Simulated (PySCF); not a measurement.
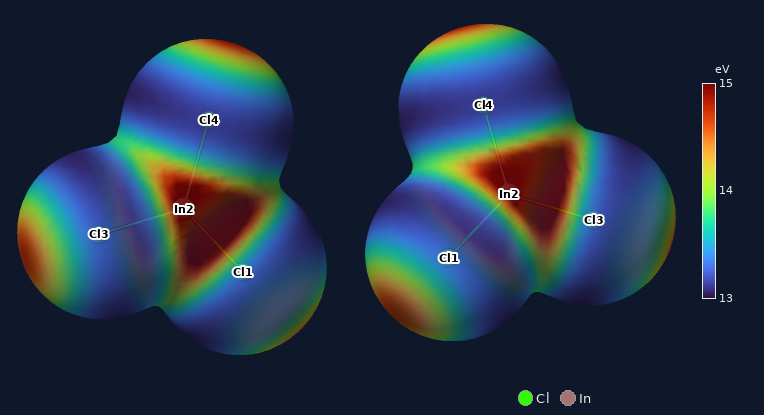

Figure. Cl$_{3}$In, SMILES `Cl[In](Cl)Cl`. Average local ionisation energy on the surface of electron density 0.001 a.u. (back view left, front view right).

Computed with PySCF, ωB97X/def2-TZVP, geometry: GFN2-xTB. Core potentials replace the inner electrons of In; spin–orbit coupling isn't included. No frequency check shows the geometry to be a minimum. GFN2-xTB bond lengths at metals and heavier atoms can be off by up to 0.1 Å and shapes distorted, which carries into these values.

Coordinates in Å:

```
Cl1      1.7144   -1.5280    0.0000
In2     -0.0003    0.0000    0.0000
Cl3      0.4666    2.2484    0.0000
Cl4     -2.1800   -0.7204    0.0000
```

### Locate the minima of the map.

The lowest value is 13.1 eV, 2.1 Å from Cl3, and at like points elsewhere. For comparison, the highest occupied orbital lies at −11.9 eV.
